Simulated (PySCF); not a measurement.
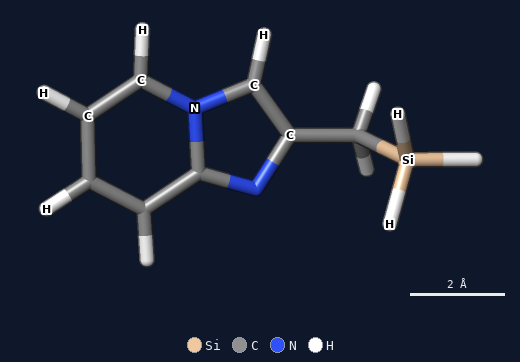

**Figure 1.** The input geometry (stick view, seen at a tilt).

# NMR shielding calculation of C$_{8}$H$_{10}$N$_{2}$Si

The run: NMR shielding calculation of C$_{8}$H$_{10}$N$_{2}$Si, SMILES [SiH3]Cc1cn2ccccc2n1. Method and program: GIAO PBE0/pcSseg-1 NMR shielding, non-relativistic, gas phase (PySCF 2.14.0).

The geometry comes from this level: PBE0-D3(BJ)/def2-SVP. It belongs to a series of runs on one base structure; here: constitutional isomer. Figures and captions count atoms from 1; the log counts them from 0 in places.

### The program's output
```
coarse grid: 18640 points
cycle   1  E = -709.0545949845  dE =  1.975e+00  |g| = 5.265e-01  |ddm| = 4.504e+00
cycle   2  E = -708.9438553388  dE =  1.107e-01  |g| = 8.836e-01  |ddm| = 1.533e+00
cycle   3  E = -709.1211913002  dE = -1.773e-01  |g| = 1.464e-01  |ddm| = 1.032e+00
cycle   4  E = -709.1258887013  dE = -4.697e-03  |g| = 4.758e-02  |ddm| = 1.654e-01
cycle   5  E = -709.1263811604  dE = -4.925e-04  |g| = 1.858e-02  |ddm| = 6.625e-02
cycle   6  E = -709.1264692424  dE = -8.808e-05  |g| = 4.865e-03  |ddm| = 2.371e-02
cycle   7  E = -709.1264747876  dE = -5.545e-06  |g| = 1.532e-03  |ddm| = 5.196e-03
final grid: 177296 points
cycle   8  E = -709.1882157844  dE = -4.338e-05  |g| = 7.456e-03  |ddm| = 4.570e-02
cycle   9  E = -709.1882108182  dE =  4.966e-06  |g| = 8.844e-03  |ddm| = 1.686e-02
cycle  10  E = -709.1882295547  dE = -1.874e-05  |g| = 1.739e-03  |ddm| = 9.446e-03
cycle  11  E = -709.1882303283  dE = -7.736e-07  |g| = 3.419e-04  |ddm| = 1.850e-03
cycle  12  E = -709.1882303557  dE = -2.747e-08  |g| = 1.310e-04  |ddm| = 3.973e-04
cycle  13  E = -709.1882303592  dE = -3.450e-09  |g| = 3.365e-05  |ddm| = 1.184e-04
cycle  14  E = -709.1882303594  dE = -2.033e-10  |g| = 1.771e-05  |ddm| = 4.300e-05
```

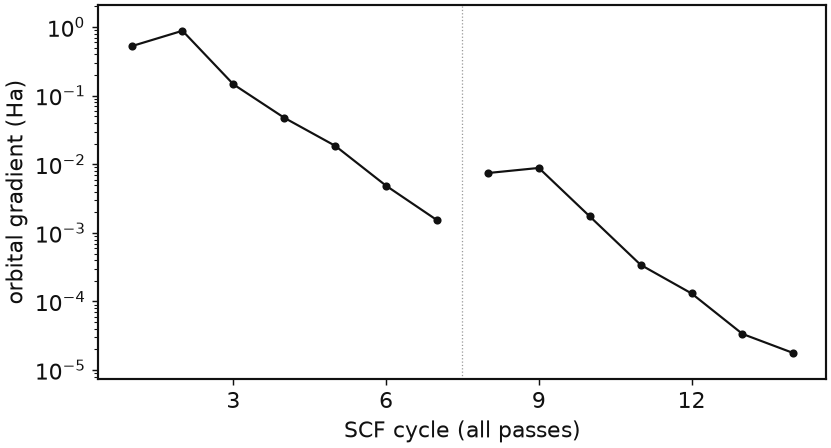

**Figure 2.** Convergence of the self-consistent field: orbital gradient against the SCF cycle. The dotted line marks the change from a coarse to the final integration grid. The first 7 cycles use a coarse grid, the final grid takes over at cycle 8, and the field converges after 14 cycles in all.

```
converged SCF energy = -709.1882303594

GIAO shielding tensors (ppm)
atom      isotropic    diamagn.    paramagn.     s11        s22        s33       span
  0 Si     411.483     877.939    -466.456    374.816    395.935    463.699     88.883
  1 C      171.331     249.156     -77.825    158.016    161.685    194.292     36.276
  2 C       32.059     265.378    -233.319    -40.849     13.999    123.027    163.875
  3 C       73.724     255.512    -181.788      9.227     87.156    124.788    115.561
  4 N       28.272     338.837    -310.564    -57.403    -39.893    182.114    239.517
  5 C       56.133     248.324    -192.192    -31.002     57.106    142.294    173.296
  6 C       67.960     257.837    -189.877    -36.521     65.203    175.197    211.718
  7 C       57.285     252.535    -195.250    -48.999     45.899    174.956    223.955
  8 C       60.807     251.872    -191.065    -35.810     52.771    165.459    201.269
  9 C       35.999     254.395    -218.396    -38.061     31.312    114.745    152.807
 10 N      -18.782     336.001    -354.783   -210.759    -62.753    217.167    427.926
 11 H       27.531      28.148      -0.618     23.825     26.707     32.059      8.235
 12 H       27.136      26.641       0.496     24.209     24.309     32.891      8.682
 13 H       27.135      27.944      -0.809     23.062     26.595     31.748      8.687
 14 H       28.683      29.324      -0.642     24.095     27.262     34.691     10.595
 15 H       29.122      29.573      -0.451     23.976     28.429     34.961     10.985
 16 H       23.968      34.987     -11.019     19.552     24.562     27.789      8.237
 17 H       23.236      30.281      -7.045     17.346     24.708     27.654     10.308
 18 H       24.511      28.512      -4.002     20.841     25.914     26.777      5.936
 19 H       24.122      28.355      -4.233     20.395     25.214     26.757      6.363
 20 H       23.674      30.410      -6.736     19.155     24.369     27.497      8.341
```

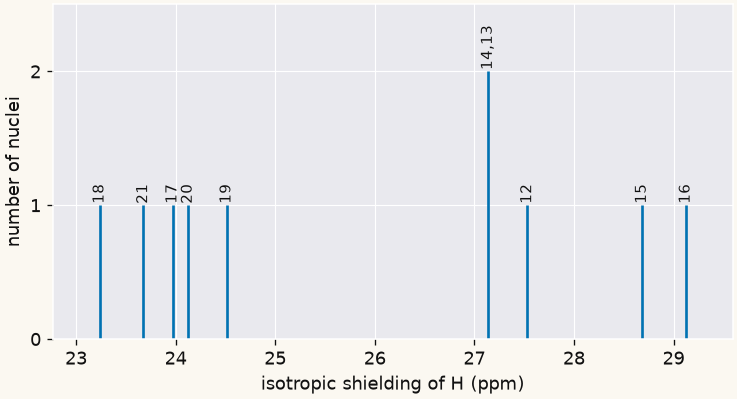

**Figure 3.** Isotropic shieldings of the hydrogen nuclei in this fixed geometry, labelled by atom number; shielding grows to the right, so chemical shift grows to the left. The least shielded is H18 (23.2 ppm), the most shielded H16 (29.1 ppm).

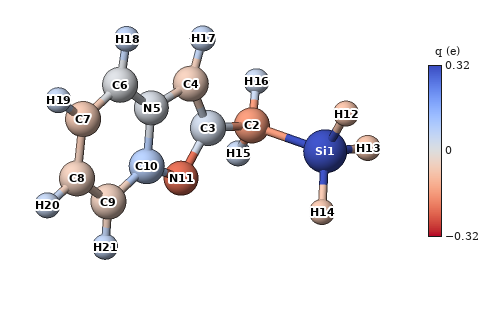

**Figure 4.** Hirshfeld charges, as the colour of each atom (ball-and-stick view, seen at a tilt; atoms are numbered from 1 in the order of the input). By element: Si +0.31, C −0.16 to +0.08, N −0.22 to +0.02 and H −0.08 to +0.07 e.

The run was set up as follows.

### The input
```
{"job": {"kind": "nmr", "xc": "PBE0", "basis": "pcSseg-1"}, "charge": 0, "multiplicity": 1}
Si     3.604809     0.513273     0.892209
C      2.611208    -0.580141    -0.295831
C      1.151549    -0.298059    -0.218302
C      0.404751     0.536706    -1.037133
N     -0.872097     0.500840    -0.536138
C     -2.019650     1.118236    -0.944190
C     -3.179806     0.903778    -0.254754
C     -3.192728     0.043975     0.876351
C     -2.038291    -0.577590     1.284341
C     -0.838265    -0.355610     0.573392
N      0.381733    -0.832099     0.764516
H      3.404788     1.951878     0.534014
H      5.063776     0.194858     0.781559
H      3.164697     0.296751     2.300907
H      2.791865    -1.631286    -0.020835
H      2.993888    -0.427966    -1.317025
H      0.668499     1.129363    -1.908841
H     -1.942136     1.764753    -1.819312
H     -4.091533     1.401564    -0.586789
H     -4.125854    -0.119641     1.418744
H     -2.002833    -1.245242     2.145837
```

The first line tells a small driver script what to run in PySCF; the rest is the geometry in Å.

Run as:
```bash
OMP_NUM_THREADS=1 python <driver script> task.json out
```

### Key numbers

```tsv
quantity	value
outcome	converged
total energy	−709.188230 hartree
HOMO	−6.16 eV
LUMO	−1.06 eV
dipole moment	3.18 D
isotropic shielding, Si	411.5 ppm
isotropic shielding, C	32.1 to 171.3 ppm
isotropic shielding, N	−18.8 to 28.3 ppm
isotropic shielding, H	23.2 to 29.1 ppm
hardware	1 CPU thread, shared host
wall time	60 s
peak memory	1.3 GiB
```
